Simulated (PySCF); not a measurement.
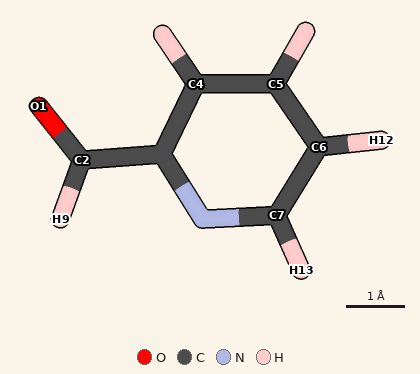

*The structure (stick view, seen on its broad side; atoms are numbered from 1 in the order of the input).*

## C$_{6}$H$_{5}$NO: NMR shielding calculation

C$_{6}$H$_{5}$NO (2-pyridinecarboxaldehyde), computed with GIAO PBE0/pcSseg-1 NMR shielding, non-relativistic, gas phase (PySCF 2.14.0).

The geometry comes from this level: GFN2-xTB, MD frame at 1000 fs, 300 K. It belongs to a series of runs on one base structure; here: MD frame at 1000 fs, 300 K. Figures and captions count atoms from 1; the log counts them from 0 in places.

## Log
```
coarse grid: 11768 points
cycle   1  E = -360.9643589408  dE =  1.646e+00  |g| = 7.469e-01  |ddm| = 3.575e+00
cycle   2  E = -360.5951539012  dE =  3.692e-01  |g| = 1.555e+00  |ddm| = 3.061e+00
cycle   3  E = -361.0757950867  dE = -4.806e-01  |g| = 1.260e-01  |ddm| = 2.407e+00
cycle   4  E = -361.0781358672  dE = -2.341e-03  |g| = 8.663e-02  |ddm| = 2.290e-01
cycle   5  E = -361.0796226135  dE = -1.487e-03  |g| = 2.692e-02  |ddm| = 9.112e-02
cycle   6  E = -361.0797796061  dE = -1.570e-04  |g| = 7.210e-03  |ddm| = 2.949e-02
cycle   7  E = -361.0797919556  dE = -1.235e-05  |g| = 2.378e-03  |ddm| = 8.815e-03
cycle   8  E = -361.0797933077  dE = -1.352e-06  |g| = 6.392e-04  |ddm| = 3.065e-03
final grid: 116312 points
cycle   9  E = -361.1357573576  dE = -1.585e-05  |g| = 1.132e-02  |ddm| = 3.524e-02
cycle  10  E = -361.1356895581  dE =  6.780e-05  |g| = 2.203e-02  |ddm| = 3.292e-02
cycle  11  E = -361.1357829557  dE = -9.340e-05  |g| = 2.193e-03  |ddm| = 2.334e-02
cycle  12  E = -361.1357839953  dE = -1.040e-06  |g| = 3.447e-04  |ddm| = 2.267e-03
cycle  13  E = -361.1357840179  dE = -2.256e-08  |g| = 1.899e-04  |ddm| = 5.584e-04
cycle  14  E = -361.1357840272  dE = -9.350e-09  |g| = 4.894e-05  |ddm| = 2.236e-04
cycle  15  E = -361.1357840277  dE = -5.018e-10  |g| = 1.554e-05  |ddm| = 5.317e-05
```

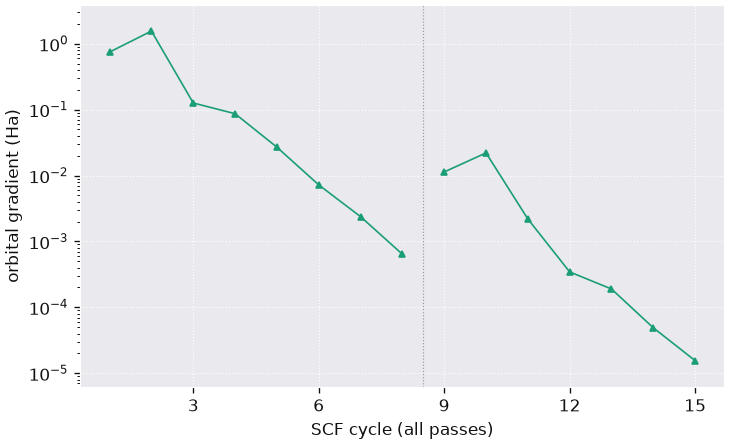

*Convergence of the self-consistent field: orbital gradient against the SCF cycle. The dotted line marks the change from a coarse to the final integration grid.*

The first 8 cycles use a coarse grid, the final grid takes over at cycle 9, and the field converges after 15 cycles in all.

```
converged SCF energy = -361.1357840277

GIAO shielding tensors (ppm)
atom      isotropic    diamagn.    paramagn.     s11        s22        s33       span
  0 O     -361.222     398.780    -760.002  -1033.231   -437.428    386.993   1420.224
  1 C      -14.073     245.112    -259.185   -100.121    -24.684     82.588    182.709
  2 C       32.236     258.940    -226.704    -74.479     20.322    150.864    225.344
  3 C       57.227     255.106    -197.879    -57.619     38.785    190.516    248.135
  4 C       44.265     250.537    -206.272    -67.488     14.085    186.199    253.686
  5 C       54.291     260.623    -206.332    -63.450     53.056    173.267    236.718
  6 C       30.421     250.370    -219.949    -71.899     12.336    150.826    222.726
  7 N     -102.137     332.642    -434.779   -427.169   -169.591    290.351    717.520
  8 H       21.296      28.216      -6.920     19.221     21.825     22.843      3.622
  9 H       23.344      33.261      -9.917     20.114     22.442     27.476      7.362
 10 H       24.017      29.074      -5.057     20.237     24.193     27.622      7.385
 11 H       23.206      28.916      -5.710     20.691     22.696     26.232      5.541
 12 H       22.808      30.612      -7.805     18.536     23.253     26.634      8.098
```

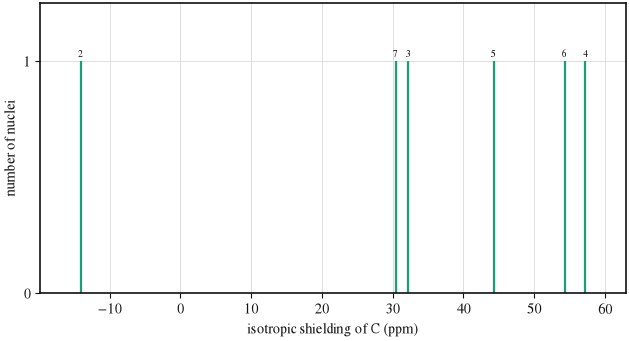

*Isotropic shieldings of the carbon nuclei in this fixed geometry, labelled by atom number; shielding grows to the right, so chemical shift grows to the left.*

The least shielded is C2 (−14.1 ppm), the most shielded C4 (57.2 ppm).

This output came from the following input.

## Input
```
{"job": {"kind": "nmr", "xc": "PBE0", "basis": "pcSseg-1", "pop": false}, "charge": 0, "multiplicity": 1}
O      1.676400    -1.376300     1.692300
C      1.161300    -1.292200     0.604400
C     -0.219200    -1.029700     0.414700
C     -1.023900    -0.722400     1.488800
C     -2.272200    -0.166200     1.144500
C     -2.743100    -0.029100    -0.119100
C     -1.855000    -0.502000    -1.106300
N     -0.656500    -0.965800    -0.862400
H      1.743900    -1.434600    -0.334100
H     -0.639500    -0.753000     2.466000
H     -2.967900     0.035300     1.936600
H     -3.713000     0.500200    -0.285200
H     -2.041400    -0.429700    -2.153500
```

The first line tells a small driver script what to run in PySCF; the rest is the geometry in Å.

Run as:
```bash
OMP_NUM_THREADS=1 python <driver script> task.json out
```

## Summary

```json
{"quantity": "outcome", "value": "converged"}
{"quantity": "total energy", "value": "−361.135784 hartree"}
{"quantity": "HOMO", "value": "−7.58 eV"}
{"quantity": "LUMO", "value": "−2.31 eV"}
{"quantity": "dipole moment", "value": "3.83 D"}
{"quantity": "isotropic shielding, O", "value": "−361.2 ppm"}
{"quantity": "isotropic shielding, C", "value": "−14.1 to 57.2 ppm"}
{"quantity": "isotropic shielding, N", "value": "−102.1 ppm"}
{"quantity": "isotropic shielding, H", "value": "21.3 to 24.0 ppm"}
{"quantity": "hardware", "value": "1 CPU thread, shared host"}
{"quantity": "wall time", "value": "26 s"}
{"quantity": "peak memory", "value": "0.75 GiB"}
```
